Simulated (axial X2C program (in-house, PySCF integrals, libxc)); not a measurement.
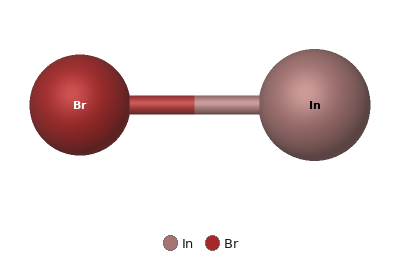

*The molecule at the reference distance of 2.468 Å.*

## Run report: InBr⁺, relativistic diatomic calculation

- system: InBr⁺, single determinant with Ω = 1/2.
- method: BLYP, two-component X2C with atomic mean-field Coulomb and Gaunt terms, In dyall-v3z, Br dyall-v3z (cores contracted) (axial X2C program (in-house, PySCF integrals, libxc))

## Log
```
two-component X2C + atomic mean field  BLYP
basis functions 171  fitting functions 1031  grid points 392
iter        total energy     max residual
   1      -8484.026665480     1.04e-01
   2      -8484.034666089     8.95e-03
   3      -8484.024613300     2.16e-02
   4      -8484.036758869     3.01e-03
   5      -8484.036900592     8.37e-04
   6      -8484.036909747     6.85e-05
   7      -8484.036909789     7.57e-05
   8      -8484.036909917     1.13e-05
   9      -8484.036909921     2.66e-06
  10      -8484.036909921     6.54e-07
converged
one-electron -12421.99037350  Coulomb 3828.72628610  exact exchange 0.00000000  xc functional -254.22618732  nuclear repulsion 367.72241359  atomic mean-field constant -4.26904879
```

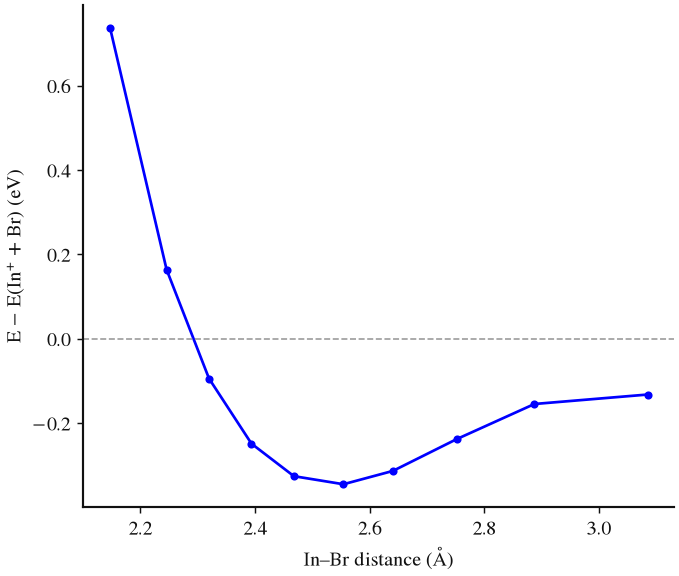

*Energy at 10 bond lengths, for one set of occupations held fixed; the line joins the points.*

A polynomial of degree 6 through 9 points gives rₑ = 2.537 Å, ωₑ = 209.4 cm⁻¹, ωₑxₑ = 2.2 cm⁻¹ and Bₑ = 0.05599 cm⁻¹. The minimum lies 0.35 eV below In⁺ + Br, each computed as one determinant at the same level.

## The input
```
{"zs": [49, 35], "q": 1, "bas": ["dyall-v3z", "dyall-v3z"], "levels": ["PBE0", "HF", "BLYP", "B3LYP"], "cc": false, "r0": 2.56, "npts": 10, "nst": 2, "ntry": 6, "opt": {"nrad": 20, "nth": 10}}
```

The line is the task of a batch: nuclear charges, charge, bases, the levels to run, a first guess of the distance and further settings. This report covers BLYP with spin-orbit coupling. The log is that of the reference distance 2.468 Å.

The run was one of a batch that the task file lists, launched with:
```bash
python <driver script> task.json out
```

## What the run reported

| quantity | value |
| --- | --- |
| outcome | converged |
| bond length rₑ | 2.537 Å |
| ωₑ | 209.4 cm⁻¹ |
| energy at the minimum | −8484.03766 hartree |
| depth below the fragments | 0.35 eV |
| hardware | 1 thread of Arm Neoverse N1, 54 GiB of memory available, shared host |
| wall time | 1.9 s |

## What is odd here

The input is odd on purpose: coarse grid (nrad = 20.0) (nth = 10.0). The program ran to the end. Its numbers are those of the input as typed; this run alone doesn't show how far the oddity moves them. Limits: at some distances an empty level lies below a filled one, since the occupations are held fixed.
